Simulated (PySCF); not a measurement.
Ionisation energy of Tc⁺ ([Kr] 4d⁵ 5s → [Kr] 4d⁵). PySCF, aug-cc-pVDZ-PP with a 28-electron core potential, unrestricted single determinants, no spin-orbit coupling. Methods marked “valence” freeze 8 core electrons.

By method:

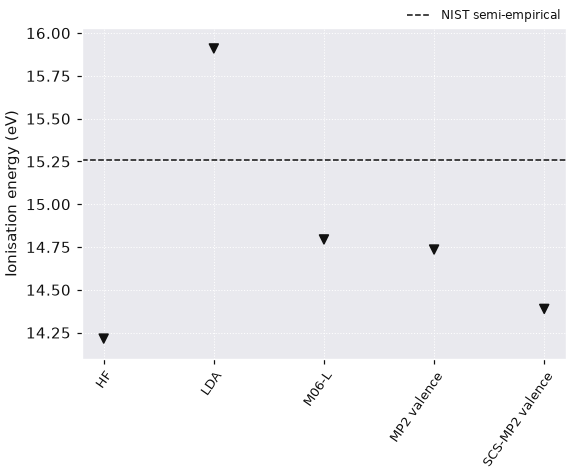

| Method | Ionisation energy (eV) |
| --- | --- |
| HF | 14.22 |
| LDA | 15.91 |
| M06-L | 14.79 |
| MP2 valence | 14.74 |
| SCS-MP2 valence | 14.39 |

The values run from 14.22 eV (HF) to 15.91 eV (LDA). The NIST semi-empirical value is 15.26 eV; nearest to it come M06-L (−0.47) and MP2 valence (−0.52), furthest HF (−1.04 eV).
